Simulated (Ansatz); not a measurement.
Given this structure, the end point of a relaxation with Ansatz, DFT PBE, scalar-relativistic, plane waves, PAW; the starting structure was generated, so it need not be a known form of this composition, written in its standard cell:

```cif
data_structure
_symmetry_space_group_name_H-M 'P4/mmm'
_symmetry_Int_Tables_number 123
_cell_length_a 3.0738
_cell_length_b 3.0738
_cell_length_c 4.1677
_cell_angle_alpha 90.000
_cell_angle_beta 90.000
_cell_angle_gamma 90.000
_cell_volume 39.38
loop_
_atom_site_label
_atom_site_type_symbol
_atom_site_symmetry_multiplicity
_atom_site_Wyckoff_symbol
_atom_site_fract_x
_atom_site_fract_y
_atom_site_fract_z
_atom_site_occupancy
Cd1 Cd 1 d 0.50000 0.50000 0.50000 1
Si1 Si 1 a 0.00000 0.00000 0.00000 1
```

Predict the [100] zone-axis pattern (120 kV, kinematic, B = 0.5 Å²).

The spots form a rectangular net whose two shortest vectors correspond to d = 4.17 Å and 3.07 Å, 90.0° apart. They are 0 0 1 and 0 1 0. The pattern has symmetry 2mm. No reflection of this zone is absent.

Strongest reflections with d > 0.96 Å, one of each family (|F|² from tabulated Gaussian fits of the electron scattering factors, times a small damping for the curvature of the Ewald sphere):

| hkl | d (Å) | I (strongest = 100) |
| --- | --- | --- |
| 0 1 1 | 2.474 | 100 |
| 0 0 2 | 2.084 | 73 |
| 0 2 0 | 1.537 | 37 |
| 0 1 3 | 1.266 | 22 |
| 0 2 2 | 1.237 | 21 |
| 0 0 1 | 4.168 | 16 |

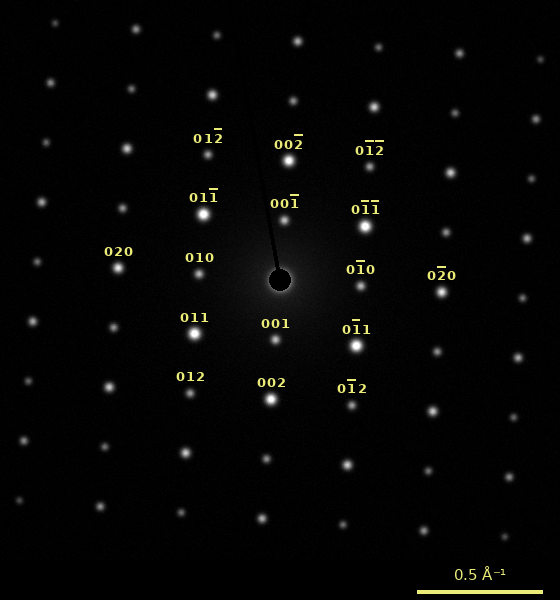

Calculated pattern, seen from the source side with [100] pointing towards the source.
